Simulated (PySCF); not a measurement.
**Sm(OH)3: shape, vibrations and bonding**

Aim: find the relaxed shape of Sm(OH)3, test it by its vibrations, and read charges and levels. The species was built from a template and needn't be a known compound.

Program: PySCF 2.14.0. Level of theory: PBE0, Sm lcecp-1-SVP with ECP51, O def2-SVP, H def2-SVP; scalar-relativistic core potentials, no spin–orbit coupling. These are calculated values, not measurements.

1 further run of the same task is left out (for a known fault of the program).

## Step 1: Starting geometry

7 atoms, charge 0, spin multiplicity 1.

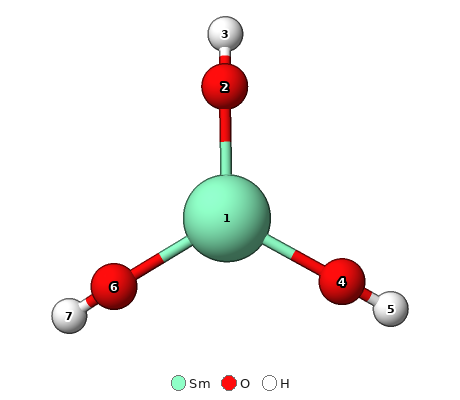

As it starts; samarium green, oxygen red, hydrogen white; atoms are numbered from 1 in the order of the file.

Coordinates:

```xyz
7
H3O3Sm
Sm    0.0000    0.0000    0.0000
O     2.1978    0.0000    0.0000
H     3.0978    0.0000    0.3500
O    -1.0989    1.9034    0.0000
H    -1.5489    2.6828    0.3500
O    -1.0989   -1.9034    0.0000
H    -1.5489   -2.6828    0.3500
```

Formal oxidation states: Sm +3. Each metal's 5 4f electrons lie in its core potential, so multiplicities, spins and levels count the valence alone.

## Step 2: SCF at the start, singlet

File run.py (the lines that set the calculation):

```python
mol = gto.M(atom='''
Sm     0.00000     0.00000     0.00000
O      2.19780     0.00000     0.00000
H      3.09780     0.00000     0.35000
O     -1.09890     1.90340     0.00000
H     -1.54890     2.68280     0.35000
O     -1.09890    -1.90340     0.00000
H     -1.54890    -2.68280     0.35000''',
    basis={'Sm': 'lcecp-1-SVP', 'O': 'def2-SVP', 'H': 'def2-SVP'},
    ecp={'Sm': 'lcecp-1-SVP'},
    charge=0, spin=0)
mf = dft.RKS(mol, xc='PBE0')
mf.grids.atom_grid = (50, 194)  # f atoms: unpruned, at least (60, 302)
mf = mf.density_fit()  # fitting sets: Sm AutoAux, O def2-universal-JKFIT, H def2-universal-JKFIT
mf.conv_tol = 1e-08; mf.max_cycle = 55
mf.kernel(dm0)  # dm0: free metal ions and neutral atoms
```

Launch:

```sh
OMP_NUM_THREADS=2 python run.py
```

The program printed:

```text
init E= -266.15435516173
  HOMO = -0.304552707179157  LUMO = -0.0985795981557587  gap/eV = 5.60481
cycle= 1 E= -261.901968028995  delta_E= 4.25  |g|= 0.367  |ddm|= 2.57
  HOMO = -0.229611032599208  LUMO = -0.0550527782062851  gap/eV = 4.74997
cycle= 2 E= -261.900980418449  delta_E= 0.000988  |g|= 0.405  |ddm|= 0.631
  HOMO = -0.280266753629497  LUMO = -0.0580606557637253  gap/eV = 6.04654
cycle= 3 E= -261.928408305  delta_E= -0.0274  |g|= 0.135  |ddm|= 0.338
  HOMO = -0.269971056393229  LUMO = -0.0625828525649652  gap/eV = 5.64332
cycle= 4 E= -261.932024278626  delta_E= -0.00362  |g|= 0.0239  |ddm|= 0.107
  HOMO = -0.271166847408507  LUMO = -0.0604014341475825  gap/eV = 5.73522
cycle= 5 E= -261.932162990837  delta_E= -0.000139  |g|= 0.0021  |ddm|= 0.0259
  HOMO = -0.271508054253465  LUMO = -0.0608053701408124  gap/eV = 5.73351
cycle= 6 E= -261.932164247963  delta_E= -1.26e-06  |g|= 0.000315  |ddm|= 0.00335
  HOMO = -0.271545936871256  LUMO = -0.0608021606954132  gap/eV = 5.73463
cycle= 7 E= -261.932164271399  delta_E= -2.34e-08  |g|= 4.94e-05  |ddm|= 0.000297
  HOMO = -0.271547119286513  LUMO = -0.0607985845574213  gap/eV = 5.73476
cycle= 8 E= -261.932164272163  delta_E= -7.64e-10  |g|= 8e-06  |ddm|= 7e-05
  HOMO = -0.271547437718984  LUMO = -0.0607992279548704  gap/eV = 5.73475
Extra cycle  E= -261.93216427218  delta_E= -1.75e-11  |g|= 5.86e-06  |ddm|= 1.54e-05
converged SCF energy = -261.93216427218
```

Run time: 2.5 s. Hardware: 2 threads of Arm Neoverse V1, shared host; peak memory 0.51 GiB.

Read off: E = -261.932164 Eh, HOMO -7.39 eV, LUMO -1.65 eV, Mulliken charge on Sm1 +1.18 e. 

## Step 3: Relaxation, singlet

Steps are kept in the start's point group, C3v.

File run.py (the lines that set the calculation):

```python
mol = gto.M(atom='''
Sm     0.00000     0.00000    -0.00521
O      2.19783    -0.00002    -0.00521
H      3.09782    -0.00003     0.34479
O     -1.09889     1.90339    -0.00521
H     -1.54888     2.68280     0.34479
O     -1.09894    -1.90336    -0.00521
H     -1.54894    -2.68277     0.34479''',
    basis={'Sm': 'lcecp-1-SVP', 'O': 'def2-SVP', 'H': 'def2-SVP'},
    ecp={'Sm': 'lcecp-1-SVP'},
    charge=0, spin=0)
mf = dft.RKS(mol, xc='PBE0')
mf.grids.atom_grid = (50, 194)  # f atoms: unpruned, at least (60, 302)
mf = mf.density_fit()  # fitting sets: Sm AutoAux, O def2-universal-JKFIT, H def2-universal-JKFIT
mf.conv_tol = 1e-08; mf.max_cycle = 55
mf.kernel(dm0)  # dm0: an SCF of this state at this start
# quasi-Newton relaxation in Cartesian coordinates to a largest gradient under 0.00045 Eh/bohr, steps kept in the point group
```

Launch:

```sh
OMP_NUM_THREADS=2 python run.py
```

No log is kept here; the results follow.

It took 53 s on 2 threads of Arm Neoverse V1, shared host.

Relaxation path:

```csv
step,energy from step 1 (eV),largest force component (eV/Å)
1,0.0000,1.3457
2,-0.2578,0.7458
3,-0.3507,0.4507
4,-0.3882,0.4837
5,-0.3961,0.0781
6,-0.3983,0.0932
7,-0.3988,0.0680
8,-0.4003,0.0420
9,-0.4013,0.3292
10,-0.4029,0.0811
11,-0.4036,0.0104
12,-0.4038,0.1348
13,-0.4041,0.0512
14,-0.4042,0.0408
15,-0.4046,0.0286
16,-0.4047,0.0107
17,-0.4047,0.0080
```

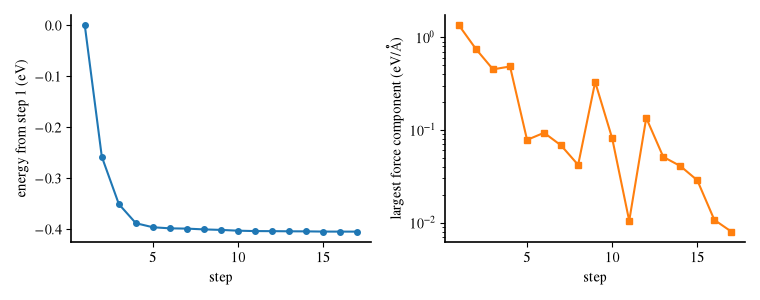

Energy and largest force along the relaxation.

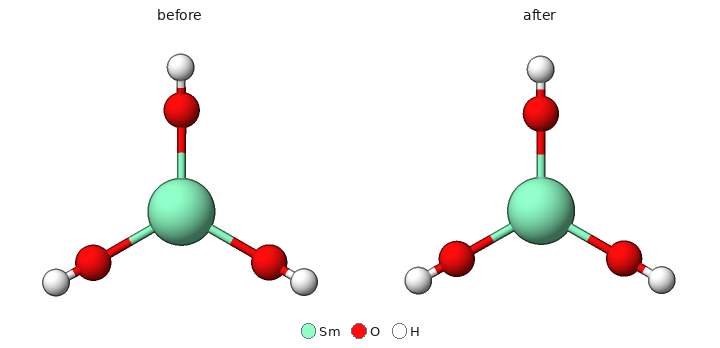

Before and after, at one scale.

Distances of close pairs at the start and the end, largest changes first:

```csv
bond,before (Å),after (Å),change (Å)
Sm1–O4,2.198,2.096,-0.102
Sm1–O6,2.198,2.096,-0.102
Sm1–O2,2.198,2.096,-0.102
O2–H3,0.966,0.956,-0.009
O4–H5,0.966,0.956,-0.009
O6–H7,0.966,0.956,-0.009
```

It ends in C3v at E = -261.947037 Eh.

```csv
atom,x (Å),y (Å),z (Å)
Sm1,0.0000,0.0000,-0.0327
O2,2.0904,0.0000,0.1162
H3,3.0397,0.0000,0.2326
O4,-1.0452,1.8103,0.1162
H5,-1.5198,2.6325,0.2326
O6,-1.0452,-1.8103,0.1162
H7,-1.5199,-2.6325,0.2326
```

## Step 4: The relaxed geometry turned into its symmetry frame

File run.py (the lines that set the calculation):

```python
mol = gto.M(atom='''
Sm     0.00000     0.00000    -0.03915
O      2.09036    -0.00002     0.10970
H      3.03972    -0.00003     0.22610
O     -1.04516     1.81031     0.10970
H     -1.51983     2.63249     0.22610
O     -1.04520    -1.81029     0.10970
H     -1.51989    -2.63246     0.22610''',
    basis={'Sm': 'lcecp-1-SVP', 'O': 'def2-SVP', 'H': 'def2-SVP'},
    ecp={'Sm': 'lcecp-1-SVP'},
    charge=0, spin=0)
mf = dft.RKS(mol, xc='PBE0')
mf.grids.atom_grid = (50, 194)  # f atoms: unpruned, at least (60, 302)
mf = mf.density_fit()  # fitting sets: Sm AutoAux, O def2-universal-JKFIT, H def2-universal-JKFIT
mf.conv_tol = 1e-08; mf.max_cycle = 55
mf.kernel(dm0)  # dm0: free metal ions and neutral atoms
```

Launch:

```sh
OMP_NUM_THREADS=2 python run.py
```

The program printed:

```text
init E= -266.287680525009
  HOMO = -0.317837986817941  LUMO = -0.0949072423717183  gap/eV = 6.06625
cycle= 1 E= -261.916016214043  delta_E= 4.37  |g|= 0.382  |ddm|= 2.65
  HOMO = -0.233987882329593  LUMO = -0.0337871636304996  gap/eV = 5.44774
cycle= 2 E= -261.91994811967  delta_E= -0.00393  |g|= 0.382  |ddm|= 0.62
  HOMO = -0.286368603127946  LUMO = -0.0441725767862664  gap/eV = 6.59049
cycle= 3 E= -261.943704244489  delta_E= -0.0238  |g|= 0.129  |ddm|= 0.317
  HOMO = -0.275959520556339  LUMO = -0.0484787322580864  gap/eV = 6.19007
cycle= 4 E= -261.946868940806  delta_E= -0.00316  |g|= 0.0265  |ddm|= 0.101
  HOMO = -0.277214358102314  LUMO = -0.0463996812205316  gap/eV = 6.28079
cycle= 5 E= -261.947036051745  delta_E= -0.000167  |g|= 0.00189  |ddm|= 0.0284
  HOMO = -0.277561863022485  LUMO = -0.0467398269502901  gap/eV = 6.28099
cycle= 6 E= -261.947036994221  delta_E= -9.42e-07  |g|= 0.000254  |ddm|= 0.00301
  HOMO = -0.277593373280014  LUMO = -0.0467383313008298  gap/eV = 6.28189
cycle= 7 E= -261.947037008914  delta_E= -1.47e-08  |g|= 3.17e-05  |ddm|= 0.000236
  HOMO = -0.277595246571819  LUMO = -0.0467373968563471  gap/eV = 6.28196
cycle= 8 E= -261.947037009193  delta_E= -2.79e-10  |g|= 6.64e-06  |ddm|= 4.18e-05
  HOMO = -0.277595403843332  LUMO = -0.0467377920650414  gap/eV = 6.28196
Extra cycle  E= -261.947037009203  delta_E= -1.03e-11  |g|= 5.23e-06  |ddm|= 1.31e-05
converged SCF energy = -261.947037009203
```

Run time: 1.2 s. Hardware: 2 threads of Arm Neoverse V1, shared host.

It gives: E = -261.947037 Eh, HOMO -7.55 eV, LUMO -1.27 eV, Mulliken charge on Sm1 +1.10 e. 

## Step 5: Frequencies and infrared intensities

run.py (the lines that set the calculation), as its differences from that of step 4:

```diff
@@ -14,3 +14,4 @@
 mf = mf.density_fit()  # fitting sets: Sm AutoAux, O def2-universal-JKFIT, H def2-universal-JKFIT
-mf.conv_tol = 1e-08; mf.max_cycle = 55
-mf.kernel(dm0)  # dm0: free metal ions and neutral atoms
+mf.conv_tol = 1e-10; mf.max_cycle = 55
+mf.kernel(dm0)  # dm0: the density of the relaxed state
+# Hessian and dipole derivatives by central differences of gradients, 0.02 bohr
```

Launch:

```sh
OMP_NUM_THREADS=2 python run.py
```

The driver keeps no SCF log for this step, only its results.

It took 39 s on 2 threads of Arm Neoverse V1, shared host.

Point group C3v; negative numbers are unstable modes, and those under 60 cm⁻¹ are near the numerical noise:

```csv
cm⁻¹,km/mol,symmetry
38,12.9,a1
115,2.2,e
115,2.2,e
297,0.0,a2
372,276.4,e
372,276.4,e
487,3.3,e
487,3.3,e
502,534.4,a1
582,209.8,e
582,209.8,e
606,3.8,a1
4007,166.1,e
4007,166.1,e
4008,3.5,a1
```

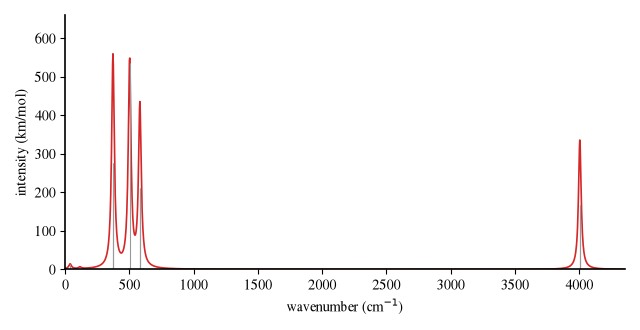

The infrared spectrum from the harmonic lines. Lines are broadened to a width of 25 cm⁻¹ (Lorentzian).

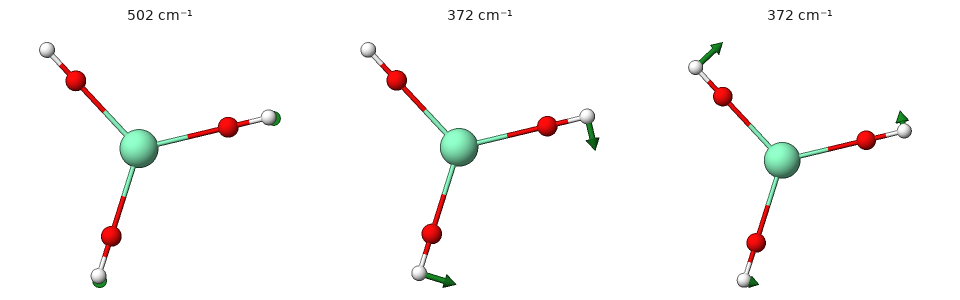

Displacements of 3 modes, as arrows.

## Step 6: Charges, bond orders and levels

File run.py (the lines that set the calculation):

```python
mol = gto.M(atom='''
Sm     0.00000     0.00000    -0.03269
O      2.09036    -0.00002     0.11617
H      3.03972    -0.00003     0.23256
O     -1.04516     1.81031     0.11617
H     -1.51983     2.63249     0.23256
O     -1.04520    -1.81029     0.11617
H     -1.51989    -2.63246     0.23256''',
    basis={'Sm': 'lcecp-1-SVP', 'O': 'def2-SVP', 'H': 'def2-SVP'},
    ecp={'Sm': 'lcecp-1-SVP'},
    charge=0, spin=0)
mf = dft.RKS(mol, xc='PBE0')
mf.grids.atom_grid = (75, 302)  # f atoms: unpruned, at least (60, 302)
mf = mf.density_fit()  # fitting sets: Sm AutoAux, O def2-universal-JKFIT, H def2-universal-JKFIT
mf.conv_tol = 1e-09; mf.max_cycle = 55
mf.kernel(dm0)  # dm0: the density of the relaxed state
```

Launch:

```sh
OMP_NUM_THREADS=2 python run.py
```

The program printed:

```text
init E= -261.947037148554
  HOMO = -0.277597985803253  LUMO = -0.0467368426724128  gap/eV = 6.28205
cycle= 1 E= -261.947037148523  delta_E= 3.06e-11  |g|= 3.01e-05  |ddm|= 4.52e-05
  HOMO = -0.277590624263721  LUMO = -0.0467379024895855  gap/eV = 6.28182
Extra cycle  E= -261.947037148139  delta_E= 3.85e-10  |g|= 5.36e-05  |ddm|= 5.39e-05
converged SCF energy = -261.947037148139
```

Run time: 10 s. Hardware: 2 threads of Arm Neoverse V1, shared host.

Read off: E = -261.947037 Eh, HOMO -7.55 eV, LUMO -1.27 eV, Mulliken charge on Sm1 +1.10 e, largest force component 0.008 eV/Å. 

Löwdin charges:

```csv
atom,value (e)
Sm1,0.74
O2,-0.32
H3,0.08
O4,-0.32
H5,0.08
O6,-0.32
H7,0.08
```

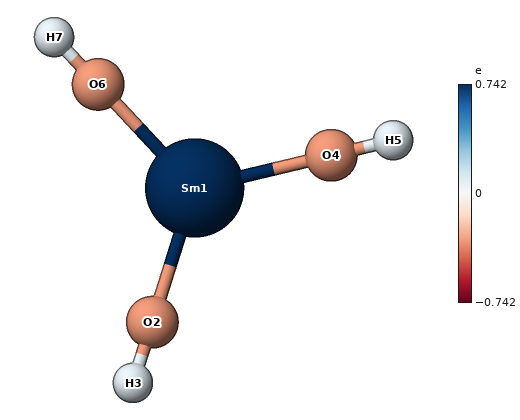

Löwdin charges, as colours on the atoms.

Mulliken charges: Sm1 +1.10, O2 -0.54, H3 +0.17, O4 -0.54, H5 +0.17, O6 -0.54, H7 +0.17 e.

Contacts (the nearest donor of each ligand) and Mayer bond orders:

```csv
contact,distance (Å),bond order
Sm1–O2 (OH),2.096,1.05
Sm1–O4 (OH),2.096,1.05
Sm1–O6 (OH),2.096,1.05
```

Mulliken populations of Sm1 outside the core potential: s 2.12, p 6.31, d 1.36, f 0.11.

Orbitals, density, ELF and potential are computed afterwards from the orbital file.

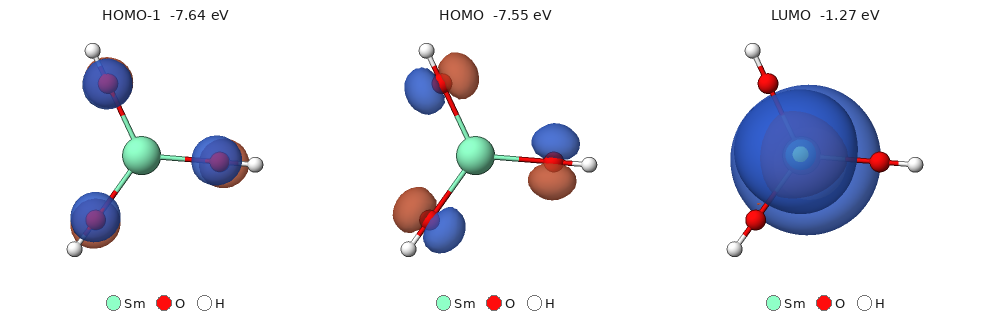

PBE0 orbitals near the gap, drawn at the value that encloses 70 % of each; the two colours are the two signs. The LUMO is diffuse and is cut off by the edge of the grid.

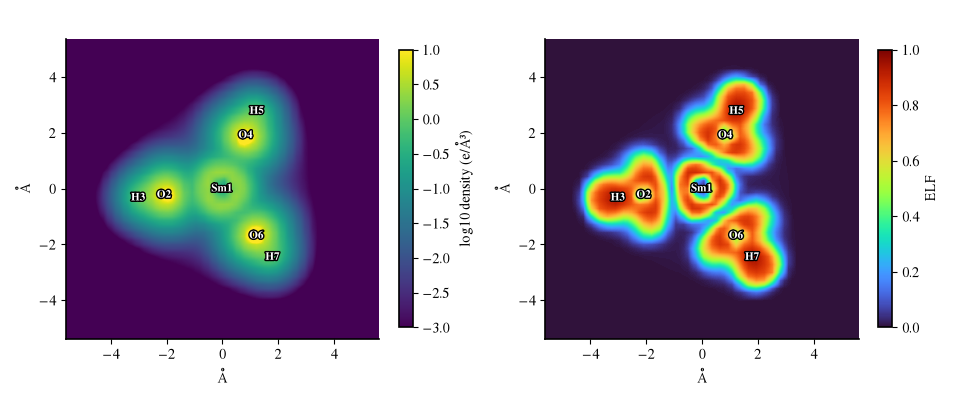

Density (left) and ELF (right) in a plane through or near 7 of the atoms.

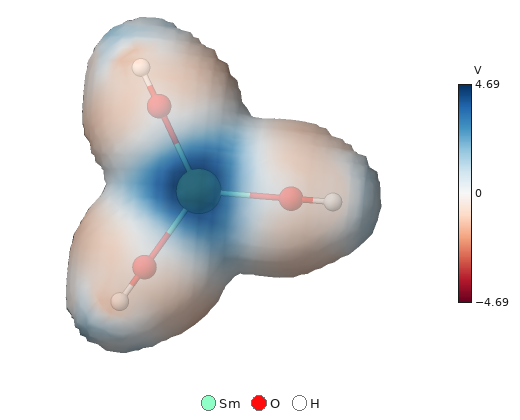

Electrostatic potential on the surface of density 0.002 e/bohr³; red is low, blue high. It runs from -1.14 V near O4 to 4.69 V near Sm1.

## Step 7: What came out

| quantity | value |
| --- | --- |
| state and point group | singlet in the valence, C3v |
| modes | 38 to 4008 cm⁻¹, none unstable |
| strongest infrared band (modes within 1.5 cm⁻¹ summed) | 372 cm⁻¹ (553 km/mol) |
| zero-point energy | 1.027 eV |
| ideal gas, 298 K, 1 bar | S = 370.3, Cp = 106.7 J/(mol K) |
| metal–ligand contacts | 2.10 Å |
| frontier levels | HOMO -7.55 eV, LUMO -1.27 eV |
| dipole | 0.55 D |
| mean polarisability | 6.4 Å³ |

All modes are real within the noise of the softest ones, so the structure is a minimum. The metal carries +0.74 e by Löwdin's partition against a formal +3, and bond orders to the nearest donors reach 1.05. Both measures hang on the basis. One start shape was tried, so another isomer may lie lower. These are double-zeta-type bases without diffuse functions. Spin–orbit coupling is left out.
